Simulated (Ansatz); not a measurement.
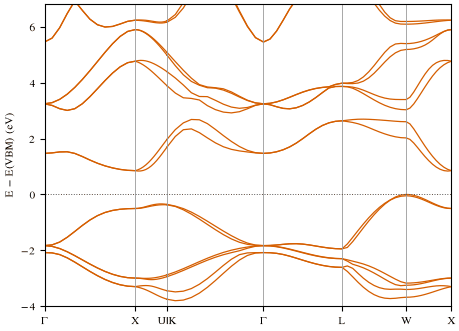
Band structure from the program Ansatz at the r²SCAN with spin–orbit coupling level (PAW)

Question: Read off the gap and where the band edges lie.

Answer: About 0.8 eV (0.84 eV by a search for the band edges); maximum at W, minimum on the W–X line, 92 % of the way from W.

The material is PbS (zinc blende, F-43m).

The cell is a constructed one: a structure type filled with these elements; neither database checked (COD, Materials Project) lists it. It is not the phase usual at ambient conditions (space group No. 225). Symmetry was held in the r²SCAN relaxation. At this level the phase is dynamically unstable (imaginary phonons).

Potentials: the later of the program's two PAW sets.
